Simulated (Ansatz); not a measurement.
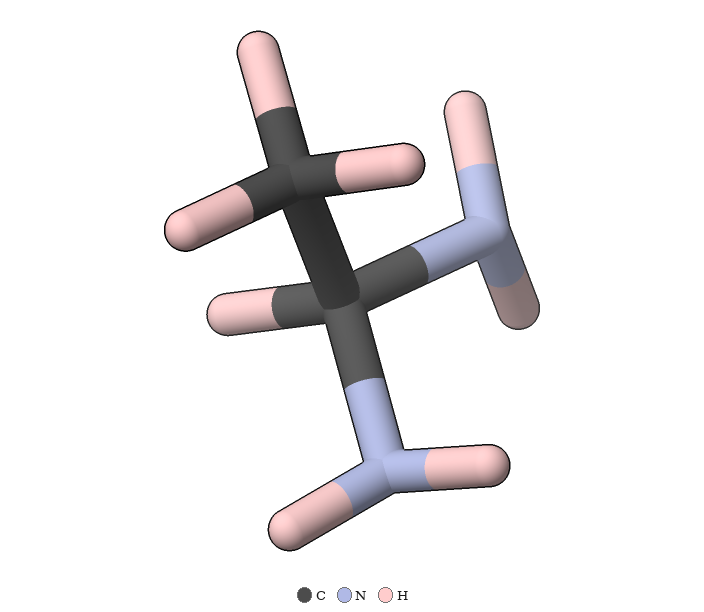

The picture shows a molecular structure as a stick model. Every bond is drawn as one stick, whatever its order.

Computed geometry: PBE0-D4/def2-TZVP optimisation.

Count the atoms of each element.

C2H8N2, 12 atoms: 2 carbon, 8 hydrogen and 2 nitrogen.

How many bonds of each kind are drawn?

4 C–H, 4 N–H, 2 C–N, 1 C–C.

Name functional groups in it.

Among them: primary amine.

The parts below concern this one geometry. Atoms keep their numbers from picture to picture.

## Shape

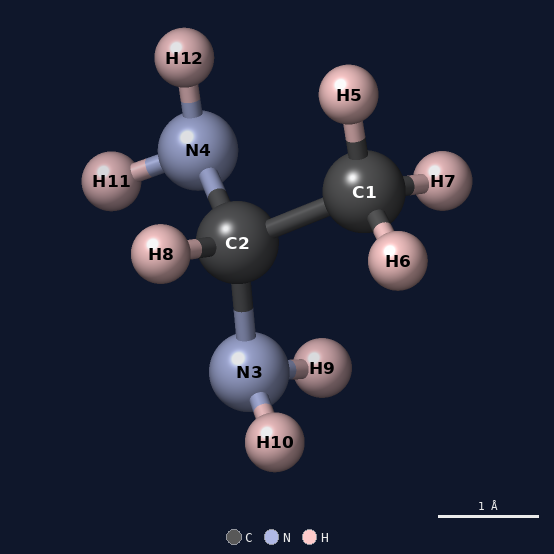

Estimate the angles C2–C1–H5, C2–C1–H6, C2–C1–H7, C1–C2–N3, C1–C2–N4, C1–C2–H8, N3–C2–N4, N3–C2–H8, N4–C2–H8, C2–N3–H9, C2–N3–H10, C2–N4–H11, C2–N4–H12.

```tsv
angle	degrees
C2–C1–H5	111.5
C2–C1–H6	110.6
C2–C1–H7	109.8
C1–C2–N3	114.9
C1–C2–N4	109.0
C1–C2–H8	108.1
N3–C2–N4	106.2
N3–C2–H8	105.9
N4–C2–H8	112.9
C2–N3–H9	109.1
C2–N3–H10	110.7
C2–N4–H11	109.6
C2–N4–H12	111.2
```

## Charges

The questions are on Mulliken charges. Method: RKS PBE0-D4/def2-TZVP (Ansatz 0.2.0).

Which atom carries the highest charge (most positive or least negative)?

H11 (0.22 e).

And the lowest?

N4 (−0.51 e).

Give the Mulliken charges atom by atom.

| atom | value (e) |
| --- | --- |
| C1 | −0.36 |
| C2 | 0.11 |
| N3 | −0.50 |
| N4 | −0.51 |
| H5 | 0.10 |
| H6 | 0.11 |
| H7 | 0.12 |
| H8 | 0.08 |
| H9 | 0.21 |
| H10 | 0.21 |
| H11 | 0.22 |
| H12 | 0.21 |

## Vibrations

Harmonic vibrations computed with RKS PBE0-D4/def2-TZVP (Ansatz 0.2.0) at a stationary point of the same level.

List the wavenumbers.

30 modes: 247, 266, 316, 387, 450, 519, 838, 852, 876, 980, 1024, 1044, 1191, 1230, 1304, 1381, 1405, 1422, 1477, 1487, 1635, 1639, 2948, 3038, 3112, 3129, 3509, 3531, 3605, 3622 cm⁻¹.

## Dipole moment

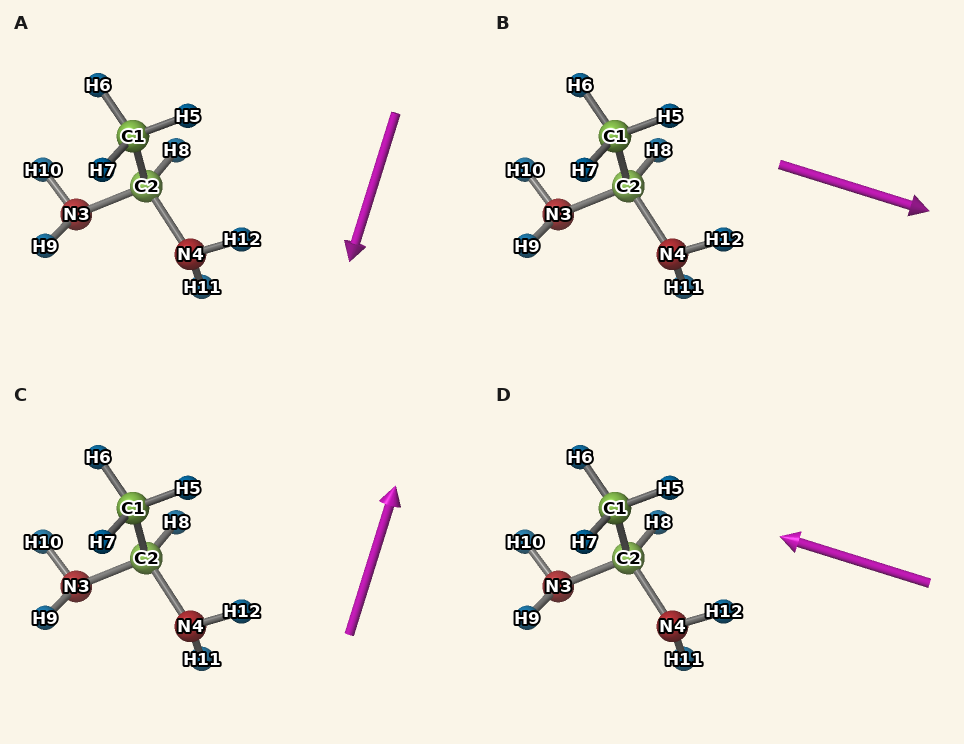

The same molecule four times, each with an arrow. Level of theory: RKS PBE0-D4/def2-TZVP (Ansatz 0.2.0).

Which arrow points along the dipole moment, from the negative to the positive end?

C. The dipole moment is 1.33 D; it points from the side of H9, H11 to the side of H5, H6 (the outermost atoms at the two ends).

Mulliken values depend strongly on the basis set and can even reverse the polarity of a bond.
